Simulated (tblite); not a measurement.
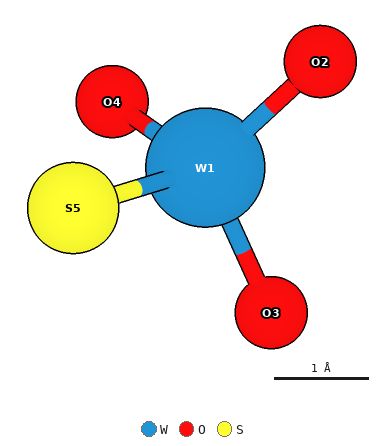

Fig. 1: The input geometry (ball-and-stick view, seen at a tilt; atoms are numbered from 1 in the order of the input). Sticks mark near contacts.

Geometry relaxation of WSO$_{3}$ (charge −2)

WSO$_{3}$, charge −2, computed with GFN1-xTB, R-SCC, GBSA solvent acetone (tblite 0.8.0).

The geometry comes from this level: GFN2-xTB.

The program's output:
```
Step     Time          Energy          fmax
BFGS:    0 20:03:37     -568.182603        2.201221
BFGS:    1 20:03:37     -568.306832        0.931378
BFGS:    2 20:03:37     -568.342147        0.603818
BFGS:    3 20:03:37     -568.346420        0.138534
converged: True after 3 steps
Potential energy: -20.886346 Eh
Dipole: 0.4803 D
W1 +1.3705
O2 -0.8717
O3 -0.8717
O4 -0.8715
S5 -0.7554
Final positions (angstrom):
W      0.051658     0.087952     0.037199
O      0.048862     0.045544     1.780415
O      1.686545     0.071288    -0.569138
O     -0.795457     1.499448    -0.537477
S     -0.991598    -1.704233    -0.711010
largest displacement 0.0514 angstrom
```

Trajectory as extended XYZ (Å, eV, eV/Å), 4 frames, from step=0 to step=3:
```
5
Properties=species:S:1:pos:R:3:forces:R:3 step=0 energy=-568.18260
W     0.0730    0.1242    0.0525   -0.9562  -1.6186  -0.6846
O     0.0445    0.0373    1.8136    0.1187   0.2222  -0.9119
O     1.7162    0.0634   -0.5848   -0.8150   0.2139   0.4300
O    -0.8176    1.5210   -0.5526    0.6077  -0.6032   0.4151
S    -1.0160   -1.7458   -0.7287    1.0448   1.7858   0.7515
5
Properties=species:S:1:pos:R:3:forces:R:3 step=1 energy=-568.30683
W     0.0593    0.1011    0.0427   -0.3409  -0.5905  -0.2435
O     0.0462    0.0405    1.8006    0.0788   0.1493  -0.6891
O     1.7045    0.0664   -0.5787   -0.6190   0.1431   0.3130
O    -0.8089    1.5124   -0.5466    0.4381  -0.4558   0.2990
S    -1.0011   -1.7203   -0.7179    0.4430   0.7540   0.3206
5
Properties=species:S:1:pos:R:3:forces:R:3 step=2 energy=-568.34215
W     0.0489    0.0830    0.0352    0.2099   0.3744   0.1477
O     0.0485    0.0448    1.7807    0.0454   0.0787  -0.1131
O     1.6867    0.0706   -0.5696   -0.0923   0.0799   0.0823
O    -0.7962    1.4992   -0.5380    0.1205  -0.0388   0.0832
S    -0.9878   -1.6976   -0.7083   -0.2834  -0.4942  -0.2001
5
Properties=species:S:1:pos:R:3:forces:R:3 step=3 energy=-568.34642
W     0.0517    0.0880    0.0372   -0.0551  -0.0945  -0.0398
O     0.0489    0.0455    1.7804    0.0501   0.0857  -0.0366
O     1.6865    0.0713   -0.5691   -0.0168   0.0880   0.0596
O    -0.7955    1.4994   -0.5375    0.0852   0.0364   0.0594
S    -0.9916   -1.7042   -0.7110   -0.0634  -0.1156  -0.0425
```

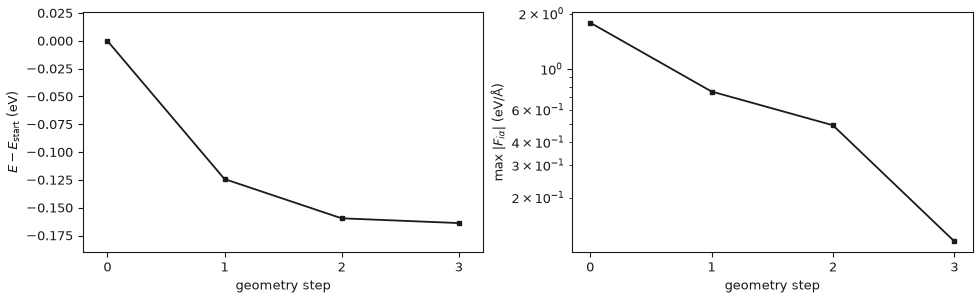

Fig. 2: Progress of the relaxation, step by step (steps are counted from 0).

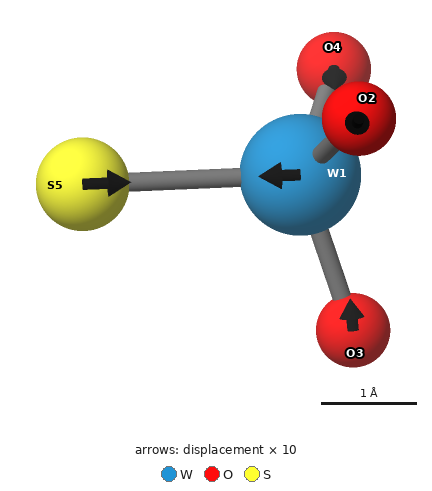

Fig. 3: The starting structure with the displacements as black arrows, magnified 10 times (ball-and-stick view, seen at a tilt). The two geometries are laid on each other by the best rigid fit. The energy falls by 0.164 eV in 3 geometry steps. Largest force component: 1.8 eV/Å at the start, 0.12 eV/Å at the end. S5 moves most after the best rigid fit: 0.051 Å. By element the largest moves are S 0.051 Å, W 0.045 Å, O 0.034 Å. Among the contacts that change: W1–S5 2.301 → 2.205 Å, W1–O2 1.763 → 1.744 Å. (Atoms are counted from 1 in the order of the input.)

The run was set up as follows.

Input file (calc.py):
```python
"""GFN1-xTB geometry optimisation with ASE"""
import json
import numpy as np
from ase import Atoms
from ase.units import Bohr
from tblite.ase import TBLite
from ase.units import Hartree
from ase.units import Debye
from ase.optimize import BFGS

molecule = Atoms(["W", "O", "O", "O", "S"], positions=Bohr * np.array([
    [0.137931, 0.234666, 0.099192],
    [0.084017, 0.070543, 3.427188],
    [3.243091, 0.119714, -1.105150],
    [-1.544964, 2.874217, -1.044225],
    [-1.920056, -3.299141, -1.377025],
]))
start = molecule.get_positions()

molecule.calc = TBLite(
    method="GFN1-xTB",
    charge=-2,
    solvation=("gbsa", "acetone", "reference"),
    verbosity=0,
)
opt = BFGS(molecule, trajectory="opt.traj", logfile="-")
done = opt.run(fmax=0.2, steps=400)
print("converged:", done, "after", opt.nsteps, "steps")
print(f"Potential energy: {molecule.get_potential_energy() / Hartree:.6f} Eh")
print(f"Dipole: {np.linalg.norm(molecule.get_dipole_moment()) / Debye:.4f} D")
for a, q in zip(molecule, molecule.get_charges()):
    print(f"{a.symbol}{a.index + 1} {q:+.4f}")
print("Final positions (angstrom):")
for a in molecule:
    print(f"{a.symbol:<2} {a.x:12.6f} {a.y:12.6f} {a.z:12.6f}")
print(f"largest displacement {np.linalg.norm(molecule.positions - start, axis=1).max():.4f} angstrom")
json.dump(dict(energy=molecule.get_potential_energy(), forces=molecule.get_forces().tolist(), dipole=molecule.get_dipole_moment().tolist(), charges=molecule.get_charges().tolist(),
               symbols=molecule.get_chemical_symbols(), start=start.tolist(), final=molecule.positions.tolist(), success=bool(done)), open("results.json", "w"))
```

Run as:
```bash
python calc.py
```

Key numbers:

```tsv
quantity	value
outcome	converged
total energy	−20.886346 hartree
largest force	0.139 eV/Å
hardware	1 thread of Intel Xeon @ 2.50GHz (Skylake/Cascade Lake), 189 GiB of memory available, shared host
wall time	1.8 s
peak memory	0.11 GiB
```

Notes:

Settings chosen away from the usual ones: fmax. These settings are looser than, or depart from, a standard set-up, so the numbers are not reference values for this system.
